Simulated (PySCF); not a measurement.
Consider H8N3Si2 (SMILES [NH3+][SiH]1N[SiH2]N1) (charge +1).

```xyz
13

N     0.7024   -0.0887   -1.2023
Si    1.8946   -0.2359    0.1146
N     0.4877   -0.6761    1.1179
Si   -0.5714   -0.6151   -0.2093
N    -1.7416    0.8992    0.0701
H     0.8258    0.0484   -2.1972
H     2.8942   -1.3179   -0.0646
H     2.5396    1.0459    0.4969
H     0.4379   -1.0626    2.0520
H    -1.5816   -1.6350   -0.5601
H    -2.2469    1.1835   -0.7778
H    -1.1781    1.7036    0.3711
H    -2.4503    0.7379    0.7961
```

Geometry: PBE0-D3(BJ)/def2-SVP.

These are results of PySCF, PBE0/pcSseg-2, SCF density, gas phase, non-relativistic, not measurements.

What can the converged electron density and electron localisation function tell about the bonding?

Si–N (1.70 Å): ρ is about 1.2 e/Å³ halfway; the ELF peaks at about 0.85 between the atoms: a shared but strongly polarised pair.
N–H (1.01 Å): ρ is about 2.9 e/Å³ halfway; the ELF climbs to about 1 towards the hydrogen, as it does in any bond to H (a covalent bond by its length).
Si–N (1.78 Å): ρ at the midpoint is about 0.99 e/Å³; the ELF peaks at about 0.90 between the atoms (a polar covalent bond).

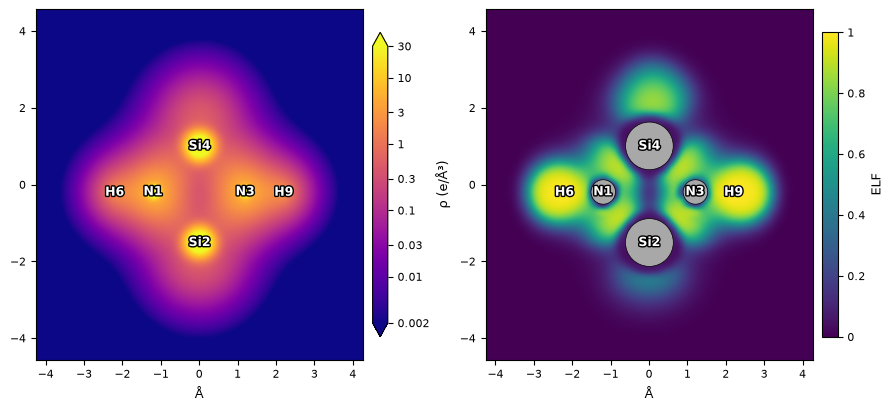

Computed electron density and electron localisation function on the plane of atoms Si2, N1 and Si4, in this order. Grey discs cover the atomic cores in the ELF map. 
